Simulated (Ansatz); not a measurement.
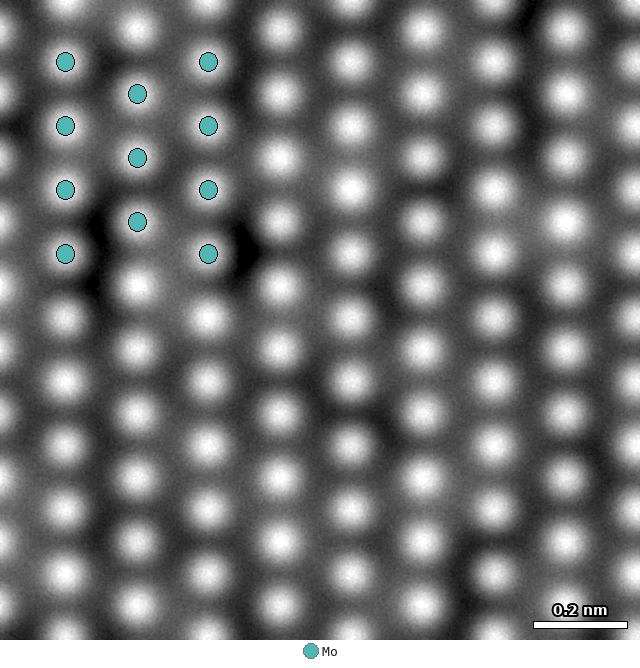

Dark-field STEM-like image of Mo (Im-3m, No. 229) along [210]. Simulation: incoherent imaging, intensity Z^1.8 per atom, probe width 0.67 Å, thin sample. The display is stretched by a gamma of 0.65; percentages refer to the linear signal. Shot noise and the speckle of an amorphous layer were added. Atomic positions: the input geometry of an electronic-structure calculation (not necessarily at equilibrium).

Coloured dots in one corner mark the columns of the model.

Q: What can be read from this image?

A: The columns repeat on a centred rectangular net of 1.40 × 3.13 Å (plane group c2mm). All columns are alike (Mo). The shortest distance between visible columns is 1.40 Å in projection. Along the beam the structure repeats every 7.00 Å.
